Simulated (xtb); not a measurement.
**Run report: C3H6GeN, geometry relaxation (part 3 of 4)**

The same run, continued: C3H6GeN, multiplicity 2; GFN2-xTB (xtb 6.7.1). The geometry comes from this level: GFN2-xTB.

Geometry of the input (Å):
```
N  0.2684  1.6637  1.8640
C  -0.3600  0.7469  1.3856
C  -0.8181  -0.4465  1.0020
C  -0.5010  -1.0605  -0.2057
Ge 0.7125  -0.3189  -1.4934
H  0.0182  2.6410  1.7715
H  -1.5269  -0.9139  1.6766
H  -0.9604  -2.0179  -0.3981
H  0.3806  1.1109  -1.8032
H  0.6479  -1.0934  -2.7675
H  2.1387  -0.3114  -1.0319
```

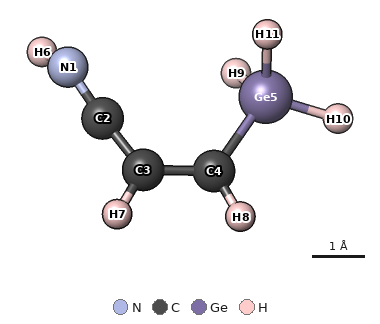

Fig. 1: The geometry at step 8 of the log (ball-and-stick view, seen at a tilt; atoms are numbered from 1 in the order of the input).

Output, continued:
```
          ...................................................
          :                      SETUP                      :
          :.................................................:
          :  # basis functions                  32          :
          :  # atomic orbitals                  31          :
          :  # shells                           17          :
          :  # electrons                        27          :
          :  max. iterations                   250          :
          :  Hamiltonian                  GFN2-xTB          :
          :  restarted?                      false          :
          :  GBSA solvation                  false          :
          :  PC potential                    false          :
          :  electronic temp.          300.0000000     K    :
          :  accuracy                    1.0000000          :
          :  -> integral cutoff          0.2500000E+02      :
          :  -> integral neglect         0.1000000E-07      :
          :  -> SCF convergence          0.1000000E-05 Eh   :
          :  -> wf. convergence          0.1000000E-03 e    :
          :  Broyden damping             0.4000000          :
          :  net charge                          0          :
          :  unpaired electrons                  1          :
          ...................................................

 iter      E             dE          RMSdq      gap      omega  full diag
   1    -14.4287663 -0.144288E+02  0.137E-05    1.77       0.0  T
   2    -14.4287663 -0.728306E-13  0.105E-05    1.77    2865.0  T
   3    -14.4287663 -0.390799E-12  0.571E-06    1.77    5284.9  T

   *** convergence criteria satisfied after 3 iterations ***

         #    Occupation            Energy/Eh            Energy/eV
      -------------------------------------------------------------
         1        2.0000           -0.6617068             -18.0060
       ...           ...                  ...                  ...
         8        2.0000           -0.4819245             -13.1138
         9        2.0000           -0.4675865             -12.7237
        10        2.0000           -0.4336589             -11.8005
        11        2.0000           -0.4263730             -11.6022
        12        2.0000           -0.4134046             -11.2493
        13        2.0000           -0.4119947             -11.2109
        14        1.0000           -0.3062761              -8.3342 (HOMO)
        15                         -0.2413340              -6.5670 (LUMO)
        16                         -0.1717729              -4.6742
        17                         -0.0919949              -2.5033
        18                         -0.0878132              -2.3895
        19                         -0.0760610              -2.0697
       ...                                ...                  ...
        31                          1.1529088              31.3722
      -------------------------------------------------------------
                  HL-Gap            0.0649420 Eh            1.7672 eV
             Fermi-level           -0.3164702 Eh           -8.6116 eV

 SCC (total)                   0 d,  0 h,  0 min,  0.010 sec
 SCC setup                      ...        0 min,  0.000 sec (  1.393%)
 Dispersion                     ...        0 min,  0.000 sec (  0.759%)
 classical contributions        ...        0 min,  0.000 sec (  0.255%)
 integral evaluation            ...        0 min,  0.002 sec ( 21.197%)
 iterations                     ...        0 min,  0.003 sec ( 28.434%)
 molecular gradient             ...        0 min,  0.004 sec ( 44.201%)
 printout                       ...        0 min,  0.000 sec (  3.337%)

         :::::::::::::::::::::::::::::::::::::::::::::::::::::
         ::                     SUMMARY                     ::
         :::::::::::::::::::::::::::::::::::::::::::::::::::::
         :: total energy             -14.199451632123 Eh    ::
         :: gradient norm              0.000034961863 Eh/a0 ::
         :: HOMO-LUMO gap              1.767162530342 eV    ::
         ::.................................................::
         :: SCC energy               -14.428756412732 Eh    ::
         :: -> isotropic ES            0.006126509453 Eh    ::
         :: -> anisotropic ES          0.002132903126 Eh    ::
         :: -> anisotropic XC          0.013861144310 Eh    ::
         :: -> dispersion             -0.006721622172 Eh    ::
         :: repulsion energy           0.229304780609 Eh    ::
         :: add. restraining           0.000000000000 Eh    ::
         :: total charge              -0.000000000000 e     ::
         :::::::::::::::::::::::::::::::::::::::::::::::::::::

           -------------------------------------------------
          |                Property Printout                |
           -------------------------------------------------

    * Orbital Energies and Occupations

         #    Occupation            Energy/Eh            Energy/eV
      -------------------------------------------------------------
         1        2.0000           -0.6617068             -18.0060
         2        2.0000           -0.6326293             -17.2147
         3        2.0000           -0.6105613             -16.6142
         4        2.0000           -0.5780463             -15.7294
         5        2.0000           -0.5502979             -14.9744
         6        2.0000           -0.5279787             -14.3670
         7        2.0000           -0.5019226             -13.6580
         8        2.0000           -0.4819245             -13.1138
         9        2.0000           -0.4675865             -12.7237
        10        2.0000           -0.4336589             -11.8005
        11        2.0000           -0.4263730             -11.6022
        12        2.0000           -0.4134046             -11.2493
        13        2.0000           -0.4119947             -11.2109
        14        1.0000           -0.3062761              -8.3342 (HOMO)
        15                         -0.2413340              -6.5670 (LUMO)
        16                         -0.1717729              -4.6742
        17                         -0.0919949              -2.5033
        18                         -0.0878132              -2.3895
        19                         -0.0760610              -2.0697
        20                          0.0415953               1.1319
        21                          0.0479077               1.3036
        22                          0.0690563               1.8791
        23                          0.1005478               2.7360
        24                          0.1819127               4.9501
        25                          0.2377789               6.4703
       ...                                ...                  ...
        31                          1.1529088              31.3722
      -------------------------------------------------------------
                  HL-Gap            0.0649420 Eh            1.7672 eV
             Fermi-level           -0.3164702 Eh           -8.6116 eV

     #   Z          covCN         q      C6AA      α(0)
     1   7 N        1.771    -0.213    26.440     7.614
     2   6 C        1.906     0.099    28.646     8.644
     3   6 C        2.905    -0.048    29.194     8.859
     4   6 C        2.814    -0.097    30.427     9.038
     5  32 Ge       3.728     0.086   170.113    23.415
     6   1 H        0.860     0.186     1.181     1.702
     7   1 H        0.925     0.061     2.187     2.313
     8   1 H        0.926     0.035     2.521     2.483
     9   1 H        0.938    -0.043     3.914     3.093
    10   1 H        0.939    -0.033     3.694     3.005
    11   1 H        0.938    -0.032     3.683     3.001

 Mol. C6AA /au·bohr⁶  :       1963.522042
 Mol. C8AA /au·bohr⁸  :      73288.269403
 Mol. α(0) /au        :         73.165750

Wiberg/Mayer (AO) data.
largest (>0.10) Wiberg bond orders for each atom

 ---------------------------------------------------------------------------
     #   Z sym  total        # sym  WBO       # sym  WBO       # sym  WBO
 ---------------------------------------------------------------------------
     1   7 N    3.312 --     2 C    2.138     6 H    0.909     4 C    0.106
     2   6 C    3.840 --     1 N    2.138     3 C    1.493     4 C    0.138
     3   6 C    3.977 --     2 C    1.493     4 C    1.415     7 H    0.920
     4   6 C    3.769 --     3 C    1.415     5 Ge   0.996     8 H    0.963
                             2 C    0.138     1 N    0.106
     5  32 Ge   3.667 --     4 C    0.996    10 H    0.870     9 H    0.864
                            11 H    0.859
     6   1 H    0.965 --     1 N    0.909
     7   1 H    0.996 --     3 C    0.920
     8   1 H    0.999 --     4 C    0.963
     9   1 H    0.998 --     5 Ge   0.864
    10   1 H    0.999 --     5 Ge   0.870
    11   1 H    0.999 --     5 Ge   0.859
 ---------------------------------------------------------------------------

Topologies differ in total number of bonds
Writing topology from bond orders to xtbtopo.mol

molecular dipole:
                 x           y           z       tot (Debye)
 q only:       -0.326       0.342       0.385
   full:       -0.651       0.354       0.467       2.227
molecular quadrupole (traceless):
                xx          xy          yy          xz          yz          zz
 q only:       -1.230      -0.088       2.825      -1.033       1.418      -1.595
  q+dip:       -1.897       0.385       5.864      -1.994       1.949      -3.968
   full:       -1.625      -0.579       4.837      -2.409       1.261      -3.212

           -------------------------------------------------
          |                Geometry Summary                 |
           -------------------------------------------------

      molecular mass/u    :      128.7141056
   center of mass at/Å    :        0.2791469      -0.0743558      -0.4565793
  moments of inertia/u·Å² :        0.7240924E+02   0.3003380E+03   0.3656494E+03
rotational constants/cm⁻¹ :        0.2328105E+00   0.5612887E-01   0.4610327E-01

 * 9 selected distances

     #   Z          #   Z                                           value/Å
     1   7 N        2   6 C                                       1.2101059
     2   6 C        3   6 C                                       1.3344838
     3   6 C        4   6 C                                       1.3914952
     4   6 C        5  32 Ge                                      1.9184906 (max)
     3   6 C        7   1 H                                       1.0844362
     4   6 C        8   1 H                                       1.0789645 (min)
     5  32 Ge       9   1 H                                       1.5003821
     5  32 Ge      10   1 H                                       1.4924459
     5  32 Ge      11   1 H                                       1.4988947

 * 5 distinct bonds (by element types)

   Z      Z             #   av. dist./Å        max./Å        min./Å
   1 H    6 C           2     1.0817003     1.0844362     1.0789645
   6 C    6 C           2     1.3629895     1.3914952     1.3344838
   6 C    7 N           1     1.2101059     1.2101059     1.2101059
   1 H   32 Ge          3     1.4972409     1.5003821     1.4924459
   6 C   32 Ge          1     1.9184906     1.9184906     1.9184906

optimized geometry written to: xtbopt.xyz

           -------------------------------------------------
          | TOTAL ENERGY              -14.199451632123 Eh   |
          | GRADIENT NORM               0.000034961863 Eh/α |
          | HOMO-LUMO GAP               1.767162530342 eV   |
           -------------------------------------------------

------------------------------------------------------------------------
------------------------------------------------------------------------
 total:
 *  cpu-time:     0 d,  0 h,  0 min,  0.250 sec
 * ratio c/w:     0.989 speedup
 SCF:
 *  cpu-time:     0 d,  0 h,  0 min,  0.017 sec
 * ratio c/w:     0.988 speedup
 ANC optimizer:
 *  cpu-time:     0 d,  0 h,  0 min,  0.209 sec
 * ratio c/w:     0.988 speedup
```

Standard error:
```
normal termination of xtb
```

Trajectory as extended XYZ (Å, eV, eV/Å), 16 frames, from step=0 to step=15:
```
11
Properties=species:S:1:pos:R:3 step=0 energy=-386.38665
N     0.2684    1.6637    1.8640
C    -0.3600    0.7469    1.3856
C    -0.8181   -0.4465    1.0020
C    -0.5010   -1.0605   -0.2057
Ge    0.7125   -0.3189   -1.4934
H     0.0182    2.6410    1.7715
H    -1.5269   -0.9139    1.6766
H    -0.9604   -2.0179   -0.3981
H     0.3806    1.1109   -1.8032
H     0.6479   -1.0934   -2.7675
H     2.1387   -0.3114   -1.0319
11
Properties=species:S:1:pos:R:3 step=1 energy=-386.38636
N     0.2621    1.6629    1.8749
C    -0.3585    0.7470    1.3843
C    -0.8179   -0.4460    1.0013
C    -0.5018   -1.0602   -0.2066
Ge    0.7109   -0.3189   -1.4950
H     0.0234    2.6414    1.7650
H    -1.5244   -0.9144    1.6777
H    -0.9616   -2.0172   -0.3987
H     0.3816    1.1119   -1.8034
H     0.6495   -1.0966   -2.7675
H     2.1366   -0.3100   -1.0320
11
Properties=species:S:1:pos:R:3 step=2 energy=-386.38668
N     0.2677    1.6632    1.8669
C    -0.3587    0.7467    1.3851
C    -0.8179   -0.4462    1.0016
C    -0.5013   -1.0604   -0.2061
Ge    0.7112   -0.3189   -1.4947
H     0.0193    2.6406    1.7718
H    -1.5266   -0.9134    1.6766
H    -0.9613   -2.0173   -0.3986
H     0.3810    1.1115   -1.8036
H     0.6496   -1.0963   -2.7673
H     2.1369   -0.3095   -1.0317
11
Properties=species:S:1:pos:R:3 step=3 energy=-386.38668
N     0.2681    1.6628    1.8674
C    -0.3590    0.7465    1.3863
C    -0.8184   -0.4460    1.0016
C    -0.5017   -1.0598   -0.2063
Ge    0.7122   -0.3187   -1.4938
H     0.0205    2.6404    1.7715
H    -1.5267   -0.9138    1.6765
H    -0.9617   -2.0166   -0.3992
H     0.3792    1.1103   -1.8062
H     0.6495   -1.0955   -2.7668
H     2.1380   -0.3094   -1.0309
11
Properties=species:S:1:pos:R:3 step=4 energy=-386.38670
N     0.2683    1.6626    1.8679
C    -0.3583    0.7463    1.3861
C    -0.8181   -0.4461    1.0016
C    -0.5018   -1.0599   -0.2064
Ge    0.7117   -0.3188   -1.4944
H     0.0204    2.6401    1.7723
H    -1.5269   -0.9134    1.6763
H    -0.9624   -2.0164   -0.3994
H     0.3795    1.1105   -1.8065
H     0.6504   -1.0967   -2.7667
H     2.1371   -0.3083   -1.0308
11
Properties=species:S:1:pos:R:3 step=5 energy=-386.38671
N     0.2690    1.6622    1.8686
C    -0.3576    0.7460    1.3864
C    -0.8182   -0.4458    1.0013
C    -0.5022   -1.0595   -0.2068
Ge    0.7113   -0.3188   -1.4949
H     0.0210    2.6397    1.7735
H    -1.5269   -0.9132    1.6762
H    -0.9634   -2.0157   -0.4000
H     0.3790    1.1103   -1.8079
H     0.6516   -1.0983   -2.7663
H     2.1364   -0.3068   -1.0302
11
Properties=species:S:1:pos:R:3 step=6 energy=-386.38672
N     0.2698    1.6617    1.8697
C    -0.3564    0.7454    1.3871
C    -0.8178   -0.4459    1.0014
C    -0.5027   -1.0591   -0.2072
Ge    0.7110   -0.3187   -1.4953
H     0.0214    2.6391    1.7748
H    -1.5271   -0.9129    1.6759
H    -0.9651   -2.0145   -0.4010
H     0.3781    1.1098   -1.8103
H     0.6531   -1.0999   -2.7658
H     2.1357   -0.3050   -1.0293
11
Properties=species:S:1:pos:R:3 step=7 energy=-386.38673
N     0.2710    1.6609    1.8708
C    -0.3551    0.7447    1.3880
C    -0.8179   -0.4457    1.0013
C    -0.5036   -1.0584   -0.2078
Ge    0.7109   -0.3187   -1.4956
H     0.0222    2.6383    1.7764
H    -1.5270   -0.9128    1.6759
H    -0.9673   -2.0131   -0.4023
H     0.3769    1.1089   -1.8137
H     0.6549   -1.1017   -2.7650
H     2.1349   -0.3026   -1.0279
11
Properties=species:S:1:pos:R:3 step=8 energy=-386.38674
N     0.2722    1.6601    1.8716
C    -0.3541    0.7440    1.3891
C    -0.8180   -0.4455    1.0012
C    -0.5044   -1.0577   -0.2084
Ge    0.7107   -0.3184   -1.4959
H     0.0234    2.6376    1.7776
H    -1.5271   -0.9128    1.6757
H    -0.9691   -2.0117   -0.4036
H     0.3753    1.1083   -1.8167
H     0.6568   -1.1035   -2.7641
H     2.1341   -0.3006   -1.0265
11
Properties=species:S:1:pos:R:3 step=9 energy=-386.38674
N     0.2731    1.6595    1.8721
C    -0.3534    0.7436    1.3894
C    -0.8182   -0.4454    1.0010
C    -0.5050   -1.0574   -0.2087
Ge    0.7106   -0.3184   -1.4959
H     0.0245    2.6370    1.7784
H    -1.5273   -0.9126    1.6756
H    -0.9704   -2.0110   -0.4042
H     0.3744    1.1077   -1.8187
H     0.6580   -1.1043   -2.7636
H     2.1336   -0.2987   -1.0254
11
Properties=species:S:1:pos:R:3 step=10 energy=-386.38674
N     0.2737    1.6591    1.8722
C    -0.3531    0.7433    1.3896
C    -0.8184   -0.4454    1.0010
C    -0.5053   -1.0573   -0.2089
Ge    0.7105   -0.3183   -1.4959
H     0.0255    2.6367    1.7785
H    -1.5276   -0.9125    1.6755
H    -0.9710   -2.0107   -0.4046
H     0.3737    1.1075   -1.8196
H     0.6588   -1.1048   -2.7632
H     2.1333   -0.2976   -1.0248
11
Properties=species:S:1:pos:R:3 step=11 energy=-386.38675
N     0.2743    1.6586    1.8721
C    -0.3529    0.7432    1.3895
C    -0.8186   -0.4455    1.0010
C    -0.5056   -1.0573   -0.2090
Ge    0.7103   -0.3181   -1.4958
H     0.0267    2.6363    1.7785
H    -1.5281   -0.9123    1.6753
H    -0.9715   -2.0106   -0.4048
H     0.3729    1.1074   -1.8200
H     0.6596   -1.1052   -2.7628
H     2.1328   -0.2965   -1.0240
11
Properties=species:S:1:pos:R:3 step=12 energy=-386.38675
N     0.2753    1.6579    1.8719
C    -0.3528    0.7430    1.3894
C    -0.8190   -0.4455    1.0010
C    -0.5060   -1.0573   -0.2090
Ge    0.7100   -0.3179   -1.4956
H     0.0286    2.6358    1.7782
H    -1.5288   -0.9121    1.6751
H    -0.9720   -2.0105   -0.4050
H     0.3718    1.1073   -1.8205
H     0.6607   -1.1056   -2.7624
H     2.1322   -0.2950   -1.0230
11
Properties=species:S:1:pos:R:3 step=13 energy=-386.38676
N     0.2764    1.6570    1.8716
C    -0.3527    0.7428    1.3891
C    -0.8194   -0.4456    1.0009
C    -0.5064   -1.0573   -0.2091
Ge    0.7097   -0.3176   -1.4954
H     0.0307    2.6352    1.7781
H    -1.5296   -0.9119    1.6749
H    -0.9726   -2.0104   -0.4053
H     0.3705    1.1071   -1.8213
H     0.6619   -1.1061   -2.7617
H     2.1316   -0.2932   -1.0218
11
Properties=species:S:1:pos:R:3 step=14 energy=-386.38676
N     0.2773    1.6562    1.8715
C    -0.3527    0.7427    1.3890
C    -0.8197   -0.4456    1.0008
C    -0.5069   -1.0573   -0.2093
Ge    0.7095   -0.3175   -1.4953
H     0.0326    2.6347    1.7780
H    -1.5302   -0.9116    1.6747
H    -0.9732   -2.0102   -0.4057
H     0.3693    1.1068   -1.8220
H     0.6630   -1.1065   -2.7612
H     2.1310   -0.2916   -1.0206
11
Properties=species:S:1:pos:R:3 step=15 energy=-386.38676
N     0.2780    1.6557    1.8716
C    -0.3526    0.7425    1.3890
C    -0.8199   -0.4456    1.0008
C    -0.5072   -1.0572   -0.2094
Ge    0.7093   -0.3173   -1.4952
H     0.0337    2.6343    1.7783
H    -1.5305   -0.9115    1.6746
H    -0.9738   -2.0100   -0.4059
H     0.3686    1.1066   -1.8229
H     0.6639   -1.1070   -2.7608
H     2.1306   -0.2905   -1.0200
```
